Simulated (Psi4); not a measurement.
# NS (Mononitrogen monosulfide): UMP2/cc-pVTZ (density fitting, density fitting for correlation, sweep point 9)

Aim: the vertical doublet–quartet gap of NS (Mononitrogen monosulfide) at UMP2/cc-pVTZ (density fitting, density fitting for correlation, sweep point 9), from 2 runs. 

Program for the calculation: Psi4 1.11.

13 further runs of the same task are left out: 12 that didn't finish, 1 set aside as unsound or not needed.

## Step 1: The system as given

NS: 2 atoms, total charge 0, spin state doublet. SMILES: `[N]=S`. The coordinates come from a PBE0-D4/def2-TZVP relaxation.

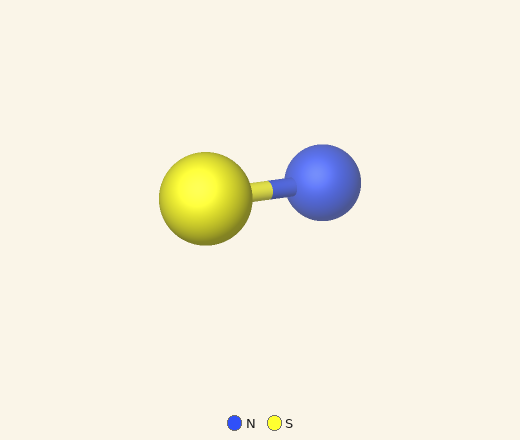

Viewed from a chosen angle; nitrogen blue, sulfur yellow.

## Step 2: The energy at UMP2/cc-pVTZ (density fitting, density fitting for correlation, sweep point 9)

The input, calc.inp:

```
memory 1.6 GB

molecule geom {
  0 2
  N      0.000000     0.000000    -0.011220
  S      0.000000     0.000000     1.474400
  symmetry c1
}

set {
  reference       uhf
  puream          true
  scf_type        df
  num_frozen_docc 6
  maxiter         100
}

result = energy("mp2/cc-pVTZ")
```

Command:

```bash
$ psi4 -i calc.inp -o calc.out -n 1
```

calc.out (excerpt; [...] marks lines left out):

```text
[...]
  Running in c1 symmetry.
[...]
  Nuclear repulsion =   39.894352253631489
[...]
  Multiplicity = 2
[...]
  Nalpha       = 12
  Nbeta        = 11
[...]
    Number of basis functions: 64
[...]
   @DF-UHF iter   1:  -451.87666135587114   -5.53393e-01   5.04424e-03 DIIS/ADIIS
[...]
   @DF-UHF iter  19:  -451.94499320752448   -2.72848e-12   7.02386e-09 DIIS
[...]
   @S^2 Observed:                8.197419532E-01
[...]
    Orbital Energies [Eh]
    ---------------------
    Alpha Occupied:
       1A    -92.030049     2A    -15.665128     3A     -9.032363
       4A     -6.715983     5A     -6.714792     6A     -6.710318
       7A     -1.254355     8A     -0.830564     9A     -0.616592
      10A     -0.564570    11A     -0.497123    12A     -0.367728
    Alpha Virtual:
      13A      0.033720    14A      0.177403    15A      0.395991
      16A      0.398784    17A      0.433749    18A      0.485867
      19A      0.486403    20A      0.492338    21A      0.575961
      22A      0.610666    23A      0.636478    24A      0.651057
      25A      0.706786    26A      1.017516    27A      1.099430
[...]
  @DF-UHF Final Energy:  -451.94499320752448
   => Energetics <=
    Nuclear Repulsion Energy =             39.8943522536314887
    One-Electron Energy =                -702.4161474652255492
    Two-Electron Energy =                 210.5768020040695774
    Total Energy =                       -451.9449932075244760
  UHF NO Occupations:
  HONO-2 :   10  A 1.9913590
  HONO-1 :   11  A 1.9765958
[...]
 Multipole Moments:
 ------------------------------------------------------------------------------------
     Multipole            Electronic (a.u.)      Nuclear  (a.u.)        Total (a.u.)
 ------------------------------------------------------------------------------------
 L = 1.  Multiply by 2.5417464519 to convert [e a0] to [Debye]
 Dipole X            :         -0.0000000            0.0000000           -0.0000000
 Dipole Y            :         -0.0000000            0.0000000           -0.0000000
 Dipole Z            :          0.6481912            0.0149414            0.6631326
 Magnitude           :                                                    0.6631326
[...]
```

Wall time 4.2 s (1 thread of Intel Xeon at 2.70GHz, shared host); peak memory 0.29 GiB.

## Step 3: The quartet, same level

The input, input.dat:

```
memory 1600 mb

molecule molecule1 {
  0 4
  N      0.000000     0.000000    -0.011220
  S      0.000000     0.000000     1.474400
  units angstrom
  symmetry c1
}

set basis cc-pVTZ
set reference uhf
set puream true
set scf_type df
set num_frozen_docc 6
set maxiter 100

result = energy('mp2')
```

Command:

```bash
$ psi4 -i input.dat -o output.dat -n 1
```

output.dat (excerpt; [...] marks lines left out):

```text
[...]
  Running in c1 symmetry.
[...]
  Nuclear repulsion =   39.894352253631489
[...]
  Multiplicity = 4
[...]
  Nalpha       = 13
  Nbeta        = 10
[...]
    Number of basis functions: 64
[...]
   @DF-UHF iter   1:  -451.77329206621931   -4.50024e-01   4.13030e-03 ADIIS/DIIS
[...]
   @DF-UHF iter  15:  -451.85133049634283   -8.52651e-13   2.34772e-09 DIIS
[...]
   @S^2 Observed:                3.811613663E+00
[...]
    Orbital Energies [Eh]
    ---------------------
    Alpha Occupied:
       1A    -92.015530     2A    -15.700682     3A     -9.015124
       4A     -6.699016     5A     -6.698702     6A     -6.698702
       7A     -1.321548     8A     -0.921349     9A     -0.663218
      10A     -0.649714    11A     -0.649714    12A     -0.375234
      13A     -0.375234
    Alpha Virtual:
      14A      0.180817    15A      0.409205    16A      0.409205
      17A      0.444376    18A      0.452756    19A      0.501877
      20A      0.501877    21A      0.543081    22A      0.606326
      23A      0.606326    24A      0.624057    25A      0.624057
[...]
  @DF-UHF Final Energy:  -451.85133049634283
   => Energetics <=
    Nuclear Repulsion Energy =             39.8943522536314887
    One-Electron Energy =                -702.3671088105700164
    Two-Electron Energy =                 210.6214260605956952
    Total Energy =                       -451.8513304963428254
  UHF NO Occupations:
  HONO-2 :   11  A 1.0000000
  HONO-1 :   12  A 1.0000000
[...]
 Multipole Moments:
 ------------------------------------------------------------------------------------
     Multipole            Electronic (a.u.)      Nuclear  (a.u.)        Total (a.u.)
 ------------------------------------------------------------------------------------
 L = 1.  Multiply by 2.5417464519 to convert [e a0] to [Debye]
 Dipole X            :          0.0000000            0.0000000            0.0000000
 Dipole Y            :          0.0000000            0.0000000            0.0000000
 Dipole Z            :         -0.1908312            0.0149414           -0.1758897
 Magnitude           :                                                    0.1758897
[...]
```

It took 4.5 s on 1 thread of Intel Xeon at 2.70GHz, shared host; peak memory 0.29 GiB.

## Step 4: Outcome

At UMP2/cc-pVTZ (density fitting, density fitting for correlation, sweep point 9), 6 core orbitals frozen:

| quantity | value |
| --- | --- |
| doublet: total energy | -452.28781 Eh |
| doublet: HOMO energy (Hartree–Fock orbitals) (highest over α and β) | -10.01 eV |
| doublet: LUMO energy (Hartree–Fock orbitals) (lowest over α and β) | 0.84 eV |
| doublet: correlation energy (6 core orbitals frozen) | -342.8 mEh |
| doublet: ⟨S²⟩ of the reference determinant | 0.820 |
| quartet: total energy | -452.14425 Eh |
| quartet: HOMO energy (Hartree–Fock orbitals) (highest over α and β) | -10.21 eV |
| quartet: LUMO energy (Hartree–Fock orbitals) (lowest over α and β) | -1.15 eV |
| quartet: correlation energy (6 core orbitals frozen) | -292.9 mEh |
| quartet: ⟨S²⟩ of the reference determinant | 3.812 |
| vertical energy of the quartet above the doublet | 3.906 eV |

**Reading.** At this shape the quartet lies 3.91 eV (377 kJ/mol) above the doublet.
